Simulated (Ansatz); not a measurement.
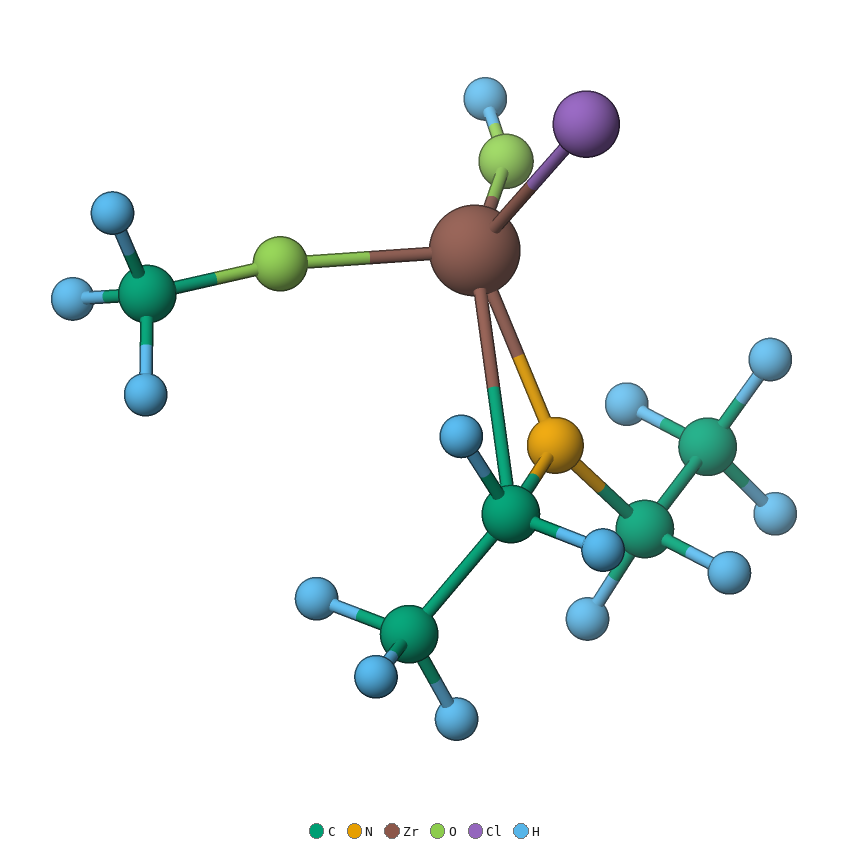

Charge 0, singlet. The geometry was computed by an optimisation with PBE0-D4/def2-TZVP. No frequency run is at hand to confirm it as a minimum. Program: Ansatz 0.2.0.

Compare dipole (D), HOMO–LUMO gap (eV), HOMO energy (eV) at these levels: B3LYP-D4/def2-TZVPP; PBE-D4/def2-TZVPP; r2SCAN-D4/def2-TZVPP; ωB97M-V/def2-TZVPP.

```csv
level,dipole (D),HOMO–LUMO gap (eV),HOMO energy (eV)
B3LYP-D4/def2-TZVPP,3.50,5.82,−6.26
PBE-D4/def2-TZVPP,3.49,4.12,−5.23
r2SCAN-D4/def2-TZVPP,3.56,4.55,−5.45
ωB97M-V/def2-TZVPP,3.47,9.59,−8.71
```
